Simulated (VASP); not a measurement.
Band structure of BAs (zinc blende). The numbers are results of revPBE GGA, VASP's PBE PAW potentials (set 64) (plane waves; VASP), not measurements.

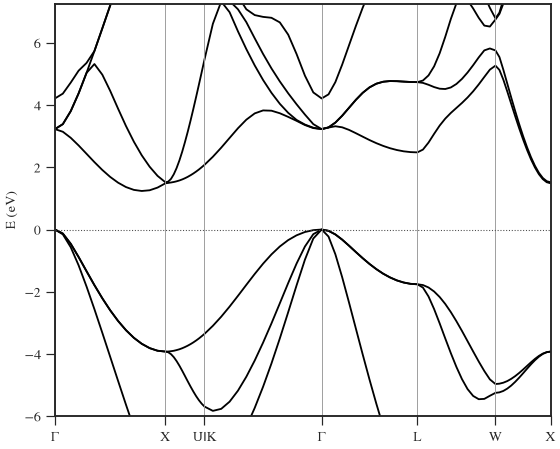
*Bands along high-symmetry lines, zero at the valence-band maximum or, without a gap, the Fermi level*

Task: Read the plot: is there a gap, and where are the band edges?

Result: The gap is indirect, 1.24 eV, from the valence maximum at Γ to the conduction minimum at Γ-X at 0.79. (Edges off the drawn lines would not show.)

Measured: gap 1.82 eV (computed value off by -0.58 eV), as given by Wikipedia, List of semiconductor materials.

The compound is BAs in the zinc blende structure. It was relaxed first.
